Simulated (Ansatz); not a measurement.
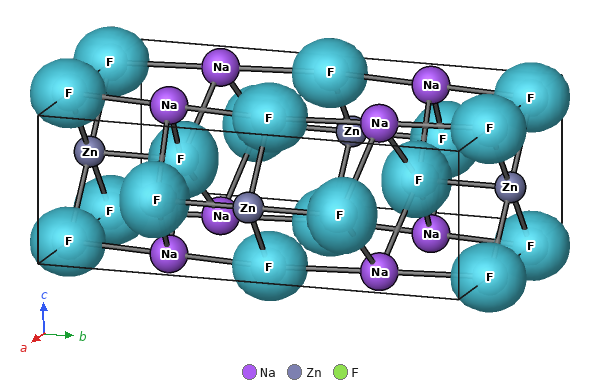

Na$_{2}$ZnF$_{4}$. Isosurface of the electron localisation function at 0.75 (cyan), seen slightly off an axis. Only the valence region is drawn (cores and ρ < 0.01 e/Å³ removed). Sticks mark near contacts.

Space group Cmmm; a structure from a database of computed crystals, not necessarily the ambient phase; started from the Al2ZnSe4-6 prototype, which need not be the ambient phase; changed on purpose from its base cell (shaken).

Level of theory: DFT, PBEsol, plane waves, PAW (Ansatz).

In a PAW calculation such maps are meaningful between the atoms, not at the nuclei.

Q: What do the ELF domains correspond to?

A: The ELF exceeds this value in eight regions wrapped around F (the valence shell of each), counted in one cell of 14 atoms. Regions shared between cells count once. Along the contacts the grid gives the following. Zn–F (2.00 Å): the ELF peaks at about 0.80 in the valence shell of F, 0.6 Å from its nucleus, and is about 0.15 at the midpoint; no shared electron pair shows on this line. Na–F (2.32 Å): the ELF is about 0.05 at the midpoint (an ionic contact with no shared pair).
